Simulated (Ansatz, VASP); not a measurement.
## SiC (Moissanite 3C): VASP beside Ansatz

Wanted: the spread between two codes on one cell, functional and k mesh.

Calculated with Ansatz 0.2.0; plane waves, with VASP 6.6.1 beside it; relaxation of cell and atoms at r2SCAN.

## (1) Starting point

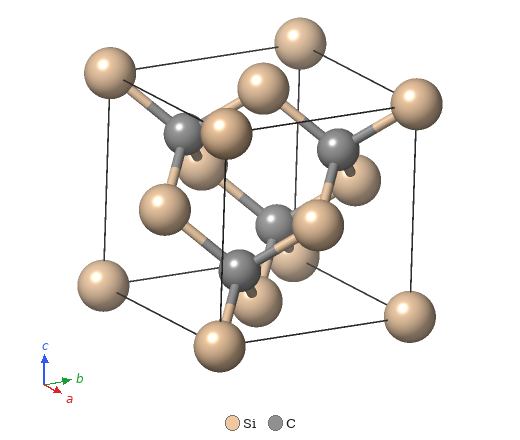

The starting structure, seen slightly off an axis (silicon light orange, carbon grey). This picture shows the conventional cell, with its axes. Bonds to atoms that aren't drawn are left out. Some periodic images of atoms are drawn too.

## (2) VASP: relaxation of cell and atoms, r2SCAN

The relaxed volume is the usual yardstick between codes: its relative difference is about their pressure difference at one cell divided by the bulk modulus.

Lines of VASP's logs that name or quote its potential files are left out, and so is its time.

INCAR

```
SYSTEM = SiC
PREC = Accurate
ENCUT = 520
EDIFF = 1E-06
NELM = 100
ISMEAR = 0
SIGMA = 0.05
LREAL = .FALSE.
ALGO = Normal
METAGGA = R2SCAN
LASPH = .TRUE.
NBANDS = 10
LORBIT = 11
LWAVE = .FALSE.
LCHARG = .FALSE.
KPAR = 2
IBRION = 2
NSW = 60
ISIF = 3
EDIFFG = -0.01
```

POSCAR

```
SiC
1.0
    0.0000000000      2.1790000000      2.1790000000
    2.1790000000      0.0000000000      2.1790000000
    2.1790000000      2.1790000000      0.0000000000
Si C
1 1
Direct
    0.0000000000      0.0000000000      0.0000000000
    0.2500000000      0.2500000000      0.2500000000
```

KPOINTS

```
Automatic mesh
0
Gamma
9 9 9
0 0 0
```

Potentials, in the order of the species: Si and C (PBE family, release 64).

Launch:

```console
$ mpirun -np 2 vasp_std
```

Numbers of over 12 decimals in the logs are rounded to 6 here.

The program printed:

```text
[banner, memory and clock lines left out]
running    2 mpi-ranks, on    1 nodes
 distrk:  each k-point on    1 cores,    2 groups
 distr:  one band on    1 cores,    1 groups

 POSCAR found type information on POSCAR SiC
 POSCAR found :  2 types and       2 ions
|                                                                             |
|               ----> ADVICE to this user running VASP <----                  |
|                                                                             |
|     You enforced a specific xc type in the INCAR file but a different       |
|     [... a line on the potential file left out ...]
|     I HOPE YOU KNOW WHAT YOU ARE DOING!                                     |
|                                                                             |

 LDA part: xc-table for (None), standard interpolation
 POSCAR, INCAR and KPOINTS ok, starting setup
 FFT: planning ... GRIDC
 FFT: planning ... GRID_SOFT
 FFT: planning ... GRID
 WAVECAR not read
 entering main loop
       N       E                     dE             d eps       ncg     rms          rms(c)
DAV:   1     0.321050040312E+00    0.32105E+00   -0.41071E+03   716   0.692E+02
DAV:   2    -0.216621454441E+02   -0.21983E+02   -0.19962E+02   938   0.118E+02
DAV:   3    -0.223220684695E+02   -0.65992E+00   -0.65840E+00   824   0.180E+01
DAV:   4    -0.223247480675E+02   -0.26796E-02   -0.26793E-02   788   0.141E+00
DAV:   5    -0.223247609093E+02   -0.12842E-04   -0.12842E-04   818   0.931E-02    0.919E+00
DAV:   6    -0.192875441233E+02    0.30372E+01   -0.52104E+00   774   0.116E+01    0.508E+00
DAV:   7    -0.193160693052E+02   -0.28525E-01   -0.50641E-01   876   0.445E+00    0.247E+00
DAV:   8    -0.193262828156E+02   -0.10214E-01   -0.20280E-02   714   0.120E+00    0.179E-01
DAV:   9    -0.193266125177E+02   -0.32970E-03   -0.33398E-04   968   0.184E-01    0.134E-01
DAV:  10    -0.193266964889E+02   -0.83971E-04   -0.71692E-05   722   0.849E-02    0.122E-02
DAV:  11    -0.193266956519E+02    0.83701E-06   -0.79381E-07   796   0.707E-03
   1 F= -.19326696E+02 E0= -.19326696E+02  d E =-.193267E+02
 curvature:   0.00 expect dE= 0.000E+00 dE for cont linesearch  0.000E+00
 trial: gam= 0.00000 g(F)=  0.580E-45 g(S)=  0.235E-03 ort = 0.000E+00 (trialstep = 0.100E+01)
 search vector abs. value=  0.235E-03
 bond charge predicted
       N       E                     dE             d eps       ncg     rms          rms(c)
DAV:   1    -0.193267084171E+02   -0.11928E-04   -0.40942E-03   706   0.459E-01    0.755E-02
DAV:   2    -0.193266894737E+02    0.18943E-04   -0.21858E-04   754   0.875E-02    0.409E-02
DAV:   3    -0.193266837971E+02    0.56766E-05   -0.28034E-05   734   0.345E-02    0.108E-02
DAV:   4    -0.193266830858E+02    0.71127E-06   -0.29389E-06   758   0.107E-02
   2 F= -.19326683E+02 E0= -.19326683E+02  d E =0.125661E-04
 trial-energy change:    0.000013  1 .order    0.000012   -0.000235    0.000259
 step:   0.4765(harm=  0.4765)  dis= 0.00000  next Energy=   -19.326752 (dE=-0.561E-04)
 bond charge predicted
       N       E                     dE             d eps       ncg     rms          rms(c)
DAV:   1    -0.193267595051E+02   -0.75708E-04   -0.11278E-03   706   0.240E-01    0.420E-02
DAV:   2    -0.193267545508E+02    0.49543E-05   -0.60159E-05   754   0.458E-02    0.232E-02
DAV:   3    -0.193267530112E+02    0.15395E-05   -0.76523E-06   724   0.179E-02    0.603E-03
DAV:   4    -0.193267524885E+02    0.52273E-06   -0.73457E-07   368   0.547E-03
   3 F= -.19326752E+02 E0= -.19326752E+02  d E =-.568366E-04
 curvature:  -0.24 expect dE=-0.237E-08 dE for cont linesearch -0.237E-08
 trial: gam= 0.00000 g(F)=  0.984E-47 g(S)=  0.996E-08 ort =-0.153E-05 (trialstep = 0.895E+00)
 search vector abs. value=  0.101E-07
 reached required accuracy - stopping structural energy minimisation
```

Parts of OUTCAR (step 2):

```text
ion  position               nearest neighbor table
   1  0.000  0.000  0.000-   2 1.89   2 1.89   2 1.89   2 1.89
   2  0.250  0.250  0.250-   1 1.89   1 1.89   1 1.89   1 1.89

  LATTYP: Found a face centered cubic cell.
 ALAT       =     4.3580000000

 Subroutine GETGRP returns: Found 24 space group operations
 (whereof 24 operations were pure point group operations)

The static configuration has the point symmetry T_d .

 Found     35 irreducible k-points:

   k-points           NKPTS =     35   k-points in BZ     NKDIM =     35   number of bands    NBANDS=     10

   dimension x,y,z NGX =    24 NGY =   24 NGZ =   24
   dimension x,y,z NGXF=    48 NGYF=   48 NGZF=   48

   ENCUT  =  520.0 eV  38.22 Ry    6.18 a.u.   5.73  5.73  5.73*2*pi/ulx,y,z

   NELECT =       8.0000    total number of electrons

 k-points in reciprocal lattice and weights: Automatic mesh
   0.00000000  0.00000000  0.00000000       0.001
   0.11111111  0.00000000  0.00000000       0.011
   0.22222222  0.00000000  0.00000000       0.011
   0.33333333  0.00000000  0.00000000       0.011
   0.44444444  0.00000000  0.00000000       0.011
   0.11111111  0.11111111  0.00000000       0.008
   0.22222222  0.11111111  0.00000000       0.033
   0.33333333  0.11111111  0.00000000       0.033
   0.44444444  0.11111111  0.00000000       0.033
[...]
-0.33333333  0.44444444  0.11111111       0.033
  -0.33333333  0.44444444  0.22222222       0.033

 average (electrostatic) potential at core
       1 -83.3013       2 -46.6606

 E-fermi :   8.2706

 k-point     1 :       0.0000    0.0000    0.0000
  band No.  band energies     occupation
      1      -8.1909      2.00000
      2       8.0044      2.00000
      3       8.0044      2.00000
      4       8.0044      2.00000
      5      14.8632      0.00000
      6      15.8678      0.00000
      7      15.8678      0.00000
      8      15.8678      0.00000
      9      23.2248      0.00000
    ...

 k-point     2 :       0.1111    0.0000    0.0000
  band No.  band energies     occupation
      1      -7.9409      2.00000
      2       6.7423      2.00000
      3       7.8344      2.00000
      4       7.8344      2.00000
      5      15.1054      0.00000
      6      16.1776      0.00000
      7      16.1776      0.00000
      8      16.3356      0.00000
      9      22.1586      0.00000
    ...

 k-point     3 :       0.2222    0.0000    0.0000
  band No.  band energies     occupation
      1      -7.2065      2.00000
      2       4.2063      2.00000
      3       7.4642      2.00000
      4       7.4642      2.00000
      5      14.7022      0.00000
      6      16.5252      0.00000
      7      16.5252      0.00000
      8      17.8608      0.00000
      9      21.6819      0.00000
    ...

  Total        0.0003709      0.0003709      0.0003709     -0.0000000     -0.0000000      0.0000000
  in kB        0.0287757      0.0287757      0.0287757     -0.0000000     -0.0000000      0.0000000
  external PRESSURE =       0.0287757 kB  Pullay stress =       0.0000000 kB

  energy-cutoff  :      520.00
  volume of cell :       20.65
      direct lattice vectors                 reciprocal lattice vectors
    -0.000000000  2.177571667  2.177571667    -0.229613568  0.229613568  0.229613568
     2.177571667  0.000000000  2.177571667     0.229613568 -0.229613568  0.229613568
     2.177571667  2.177571667  0.000000000     0.229613568  0.229613568 -0.229613568

 POSITION                                       TOTAL-FORCE (eV/Angst)
 -----------------------------------------------------------------------------------
      0.00000      0.00000      0.00000         0.000000     -0.000000      0.000000
      1.08879      1.08879      1.08879        -0.000000      0.000000     -0.000000
 -----------------------------------------------------------------------------------
    total drift:                               -0.000001     -0.000001     -0.000001

  FREE ENERGIE OF THE ION-ELECTRON SYSTEM (eV)
  ---------------------------------------------------
  free  energy   TOTEN  =       -19.3267524885 eV

  energy  without entropy=      -19.3267524885  energy(sigma->0) =      -19.32675249

 reached required accuracy - stopping structural energy minimisation

 total charge
# of ion       s       p       d       tot
------------------------------------------
    1        0.702   0.982   0.000   1.684
    2        0.850   1.716   0.000   2.566
--------------------------------------------------
tot          1.553   2.697   0.000   4.250

[... 3 further parts left out ...]
```

## (3) Ansatz: relaxation of cell and atoms, r2SCAN

Ansatz runs on its default PAW (the set named soft_2) files.

The same cell, functional, mesh and smearing now go to Ansatz, which takes its cutoff from its data sets.

input.yaml

```yaml
crystal:
  lattice:
    - [0.0, 2.179, 2.179]
    - [2.179, 0.0, 2.179]
    - [2.179, 2.179, 0.0]
  atoms:
    - { symbol: Si, position: [0.0, 0.0, 0.0] }
    - { symbol: C, position: [0.25, 0.25, 0.25] }
hamiltonian:
  xc: r2scan
  pseudopotentials: { kind: paw }
kpoints:
  mp_grid: { grid: [9, 9, 9] }
scf:
  occupations: { method: gaussian, width: 0.05 }
relax:
  f_tol: 0.01
  max_steps: 60
  cell: { stress_tol: 0.05 }
output:
  forces: true
  stress: true
```

Launch:

```console
$ ansatz run input.yaml --threads 4 --pin off --max-ram 9216MiB --backend cpu --events-out ev --progress --plain --runs-dir out
```

The program printed:

```text
Engine: ansatz 0.2.0, aarch64-unknown-linux-gnu
Pseudopotentials: kind: paw
Pseudopotential: Si, paw, valence charge 4, recommended cutoff 500 eV (meta_gga), Si.paw.azcp
Pseudopotential: C, paw, valence charge 4, recommended cutoff 500 eV (meta_gga), C.paw.azcp
Functional definition: r2SCAN
  parameter k0 = 0.174
  parameter k1 = 0.065
  parameter a1 = 4.9479
  exchange = r2scan_x(k0 = k0, k1 = k1, a1 = a1)
  correlation = r2scan_c
Crystal: 2 atoms, lattice volume = 20.692 Å³
Basis set: ecut = 500 eV, 531 PW (Γ), exchange–correlation on 96×96×96 points (64 copies of the dense FFT grid, shifted against one another)
Bands: 8, of which v1, the nominal top of the filled ones, is band 4 counted from 1 (3 counted from 0)
Symmetry: 24 space group operations
Space group: F-43m (ITA 216), of the structure as read, at distance tolerance 2.7e-5 Å
k-points: 35 of 729 (time reversal used)
Non-local potential: Si, projectors of the file, l = 0: 2, l = 1: 2, l = 2: 2
Non-local potential: C, projectors of the file, l = 0: 2, l = 1: 2, l = 2: 1
PAW form: soft (Blöchl's): semilocal exchange-correlation on the pseudo side does not see the compensation charge
PAW frozen core: Si, regenerated for the run's functional (the file was generated under x = pbe(κ = 0.804, μ = 0.219515), c = pbe(β = 0.066725))
PAW frozen core: C, regenerated for the run's functional (the file was generated under x = pbe(κ = 0.804, μ = 0.219515), c = pbe(β = 0.066725))
PAW one-centre angular grid: Si, 302 points (default); XC on 160 Gauss nodes
PAW one-centre angular grid: C, 302 points (default); XC on 239 of its mesh's 2573 points in the sphere
Initial density: superposition of atomic densities (neutral atoms: chi_scale 0, normalization atom), corrected by the library's trained network
Initial wavefunctions: pseudopotential atomic-orbital guess
Functional: x = r2scan, c = r2scan; τ floored in thin density (d = 2e-4 eV/Å³)
SCF iter   1: F=—  HF=-891.289429 eV  |F-HF|=—  |Δ(HF+E_count)|=         —  Δρ=5.86e-3  dr2=4.79e-3  dr2_τ=1.94e-1  ethr=1.77e-3  ⟨swp⟩=6.0  Hψ=2344  notcnv=0
preconditioner: auto → none  [insulator: Δε(μ)=1.814 eV  Ē_g=14.999 eV  σ=0.050 eV  W_gap=1.00  n_scr=0 (ndim 8)  ℏωp=23.1 eV  f_vac=0.000  D(μ)=0.00/eV (n_scr^D=0)  ε∞_Penn≈3.4]
SCF iter   2: F=—  HF=-891.333679 eV  |F-HF|=—  |Δ(HF+E_count)|=   4.42e-2  Δρ=3.99e-3  dr2=1.78e-3  dr2_τ=3.48e-5  ethr=5.98e-5  ⟨swp⟩=2.0  Hψ=840  notcnv=0
SCF iter   3: F=—  HF=-891.333639 eV  |F-HF|=—  |Δ(HF+E_count)|=   4.01e-5  Δρ=1.06e-3  dr2=1.90e-4  dr2_τ=5.41e-6  ethr=2.22e-5  ⟨swp⟩=2.6  Hψ=502  notcnv=0
SCF iter   4: F=—  HF=-891.333666 eV  |F-HF|=—  |Δ(HF+E_count)|=   2.72e-5  Δρ=1.05e-4  dr2=1.76e-6  dr2_τ=4.36e-7  ethr=2.37e-6  ⟨swp⟩=2.3  Hψ=403  notcnv=0
SCF iter   5: F=—  HF=-891.333666 eV  |F-HF|=—  |Δ(HF+E_count)|=   2.17e-7  Δρ=5.65e-5  dr2=5.69e-7  dr2_τ=2.43e-8  ethr=2.20e-8  ⟨swp⟩=2.0  Hψ=411  notcnv=0
SCF iter   6: F=—  HF=-891.333666 eV  |F-HF|=—  |Δ(HF+E_count)|=   4.95e-8  Δρ=2.54e-5  dr2=1.12e-7  dr2_τ=7.85e-10  ethr=7.12e-9  ⟨swp⟩=2.0  Hψ=393  notcnv=0
SCF iter   7: F=-891.333666 eV  HF=-891.333666 eV  |F-HF|=9.80e-10  |Δ(HF+E_count)|=   3.59e-9  Δρ=5.22e-6  dr2=4.83e-9  dr2_τ=3.58e-11  ethr=1.25e-9  ⟨swp⟩=4.0  Hψ=840  notcnv=0
SCF 1 converged in 7 iterations: F = -891.333666 eV  dr2 = 4.83e-9
  greatest PAW one-centre occupation: 0.658 electrons in one spin orbital (limit 2), on the C atom at site 1 (counted from 0), in its partial waves of l = 0
relax step   1: F+E_penalty+E_count = -891.33366592 eV  Δ(F+E_penalty+E_count) = +0.000e0 eV  max|allowed force component| = 3.331e-16 eV/Å  Δτ_max = 0.0000 Å  P = -0.259 GPa  Ω = 20.692 Å³  (7 SCF iters, dr2 threshold 1.00e-7 eV, accepted)
[...]
relax step   2: F+E_penalty+E_count = -891.33368268 eV  Δ(F+E_penalty+E_count) = -1.675e-5 eV  max|allowed force component| = 8.327e-17 eV/Å  Δτ_max = 0.0000 Å  P = -0.117 GPa  Ω = 20.679 Å³  energy of the carried Pulay correction = +1.650e-6 eV  (2 SCF iters, dr2 threshold 1.68e-7 eV, accepted)
[...]
relax step   3: F+E_penalty+E_count = -891.33368810 eV  Δ(F+E_penalty+E_count) = -5.422e-6 eV  max|allowed force component| = 1.665e-16 eV/Å  Δτ_max = 0.0000 Å  P = -0.003 GPa  Ω = 20.669 Å³  energy of the carried Pulay correction = +3.014e-6 eV  (3 SCF iters, dr2 threshold 3.44e-8 eV, accepted)
[...]
relax step   4: F+E_penalty+E_count = -891.33368704 eV  Δ(F+E_penalty+E_count) = +1.061e-6 eV  max|allowed force component| = 1.203e-16 eV/Å  Δτ_max = 0.0000 Å  P = -0.003 GPa  Ω = 20.669 Å³  stress off target by 3.44e-3 GPa  SCF on the basis re-selected at this cell (its energy is not comparable with the rows above)  (4 SCF iters)
basis re-selected at this cell: Δ(F+E_penalty+E_count) = +1.061e-6 eV, ΔP = -0.000 GPa vs the last step (what re-selecting the basis moved, of the pressure what is left beyond the Pulay correction that the steps carried, after the strain that the cell walked since its last selection, with what the two solves' SCF thresholds leave and, on support functions, any second-order correction that the steps lacked; it is no m [...]
SCF converged after 4 iterations
Free energy (F): -891.333687 eV
Harris-Foulkes:  -891.333687 eV  (|F-HF|=7.28e-12)
Internal energy: -891.333687 eV  (E = F + TS)
E sigma→0 (E₀):  -891.333687 eV
Fermi energy:    10.308093 eV
--- Per-component energies (eV) ---
  E_band       = 25.559542
  E_kinetic    = 136.037902
  E_local      = -103.559595  (includes V_loc(G=0)·N_el)
  E_nonlocal   = 50.370142
  E_hartree    = 32.461283
  E_xc         = -101.357746
  E_vxc        = -118.636838  (∫ρ·V_xc dr)
  E_paw        = -620.293487  (= ΣΔE_a)
  E_vpaw       = -9.143336  (= ΣTr[D̂ρ^β])
  E_aug_tail   = 0.000008  (compensation charges beyond the density's cutoff)
  E_vtau       = 5.568695  (kinetic-family band-sum trace: ∫τ·v_τ [+ j·A + Jᵃ·Aᵃ] dr)
  E_ewald      = -284.890987
  E_core_change = -0.101207  (= ΣΔE_core)
  E_smearing   = -0.000000  (= −TS)
  E_closure    = 0.000000  (closes the sum)
  Σ components = -891.333687   (vs F -891.333687, Δ=0.00e0)
--- Forces (eV/Å), atoms counted from 1 ---
  atom   1  Si     0.00000000    -0.00000000    -0.00000000
  atom   2  C     -0.00000000     0.00000000     0.00000000
  max |Σ_I F_I| component: 5.55e-17 eV/Å
--- Stress (GPa, compression-positive) ---
       -0.003437      -0.000000       0.000000
        0.000000      -0.003437       0.000000
        0.000000       0.000000      -0.003437
  P = ⅓ Tr σ = -0.0034 GPa (-0.034 kbar)
--- Relaxed structure (3 steps of the walk, 3 accepted, 1 SCFs on fresh bases) ---
  F+E_penalty+E_count = -891.33368704 eV   max|allowed force component| = 1.203e-16 eV/Å   (the final SCF, on the basis selected at the relaxed cell)
  cell:  # Å, volume = 20.6686 Å³
    - [0, 2.178180, 2.178180]
    - [2.178180, 0, 2.178180]
    - [2.178180, 2.178180, 0]
  atoms:
    - { symbol: Si, position: [0, 0, 0] }
    - { symbol: C, position: [0.25, 0.25, 0.25] }
```

It took 1.9 s on 4 threads of Arm Neoverse V1, shared host; peak memory 0.34 GiB.

## (4) Side by side

Known differences besides the PAW data sets themselves: VASP keeps PBE cores, Ansatz makes them for the functional; both relaxations stop at a tolerance, which leaves soft axes loose, and VASP keeps its plane-wave basis; the cutoff is 500 eV in Ansatz and 520 eV in VASP; Ansatz adds a Pulay correction to the stress that steers its cell, VASP none. Total energies have different zeros and are not compared.

Both answers:

```
                                         quantity  Ansatz   VASP  difference
                                      volume (Å³)   20.67  20.65     +0.08 %
edge a after relaxation, in the typed setting (Å)   3.080  3.080     +0.03 %
```

The walks stopped with 0.00 GPa left in Ansatz and 0.00 GPa in VASP; each walk ends within a tolerance, so the volume difference is uncertain by about these residues over the bulk modulus, most in soft cells.

## (5) Outcome

* difference in volume (relaxation of cell and atoms, r2SCAN): 0.084 %

In words: The difference in volume is 0.084 % (relaxation of cell and atoms, r2SCAN), within the 1.2 % picked in this series as the mark of a large difference, as far as the stopping tolerances let one tell. Differences of this kind measure data sets and numerical settings, not the functional's error against experiment.

[Lines on the potential files, build, host, timing and source positions are cut from VASP's logs without a mark.]

[Logs are printed without paths, hosts, clocks, repeated set-up lines and the standing remarks that a program may print on its own settings, such as how far it seeks lower states.]

[Hosts, paths, dates, database ids (printed as entryN), source tags and the programs' standing remarks are cut or masked in the printed files.]
